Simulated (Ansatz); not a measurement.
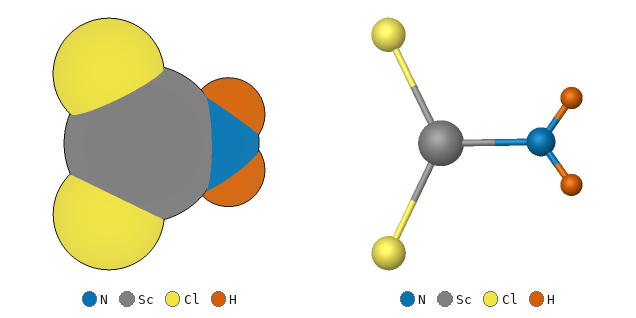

The same structure drawn twice, from different directions.

The species is neutral and a spin singlet.

Identify the structure.

Formula Cl₂H₂NSc. As SMILES it reads `[NH2][Sc]([Cl])[Cl]`. The point group is C2v. All atoms lie on one plane. Coordination: 1 N trigonal planar; 1 Sc trigonal planar.

More results for the same structure follow; atom numbers are the same in all pictures, views and colours differ. The computed structure is the end point of a PBE0-D4/def2-TZVP optimisation.

## Charges

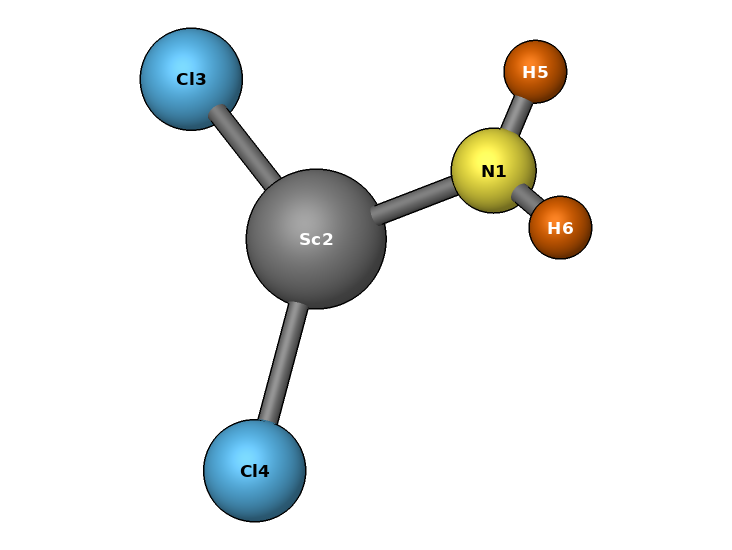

The questions are on Mulliken charges. Properties computed with RKS B3LYP-D4/def2-TZVPP (Ansatz 0.2.0).

**Which atom carries the highest charge (most positive or least negative)?**

Sc2 (0.72 e).

**And the lowest?**

N1 (−0.44 e).

Give the Mulliken charges atom by atom.

| atom | value (e) |
| --- | --- |
| N1 | −0.44 |
| Sc2 | 0.72 |
| Cl3 | −0.29 |
| Cl4 | −0.29 |
| H5 | 0.14 |
| H6 | 0.14 |

## Electronic properties

Level of theory: RKS B3LYP-D4/def2-TZVPP (Ansatz 0.2.0).

Predict the main results.

- dipole moment: 2.75 D
- HOMO energy (Kohn–Sham orbital): −7.85 eV
- LUMO energy (Kohn–Sham orbital): −2.78 eV
- HOMO–LUMO gap: 5.06 eV

## Thermal motion

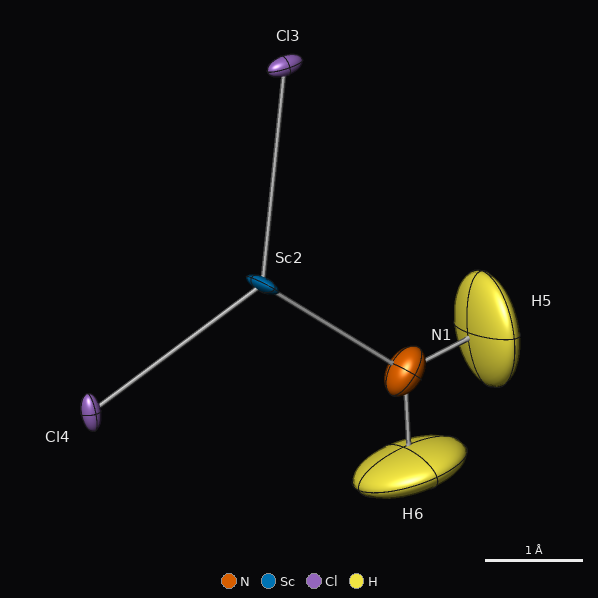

Displacement ellipsoids at the 50 % level, from the internal vibrations of the free molecule (harmonic, no overall translation or rotation; no half-axis is drawn under 0.075 Å). Vibrations computed with RKS PBE0-D4/def2-TZVP (Ansatz 0.2.0). Temperature: 600 K.

**Which atom has the largest mean-square displacement?**

H5, H6, with U_eq = 0.1181 Å².

**Does H5 move more along its bond or across it?**

Across it: the root-mean-square amplitude is 0.177 Å along the bond and up to 0.419 Å across, since bending and torsion are softer than stretching.

List U_eq and the three principal root-mean-square amplitudes for each kind of atom.

| atom | U_eq (Å²) | rms amplitudes (Å) |
| --- | --- | --- |
| N1 | 0.0235 | 0.115, 0.153, 0.184 |
| Sc2 | 0.0152 | 0.047, 0.098, 0.184 |
| Cl3, Cl4 | 0.0094 | 0.068, 0.078, 0.132 |
| H5, H6 | 0.1181 | 0.144, 0.397, 0.419 |

Mulliken values depend strongly on the basis set and can even reverse the polarity of a bond.
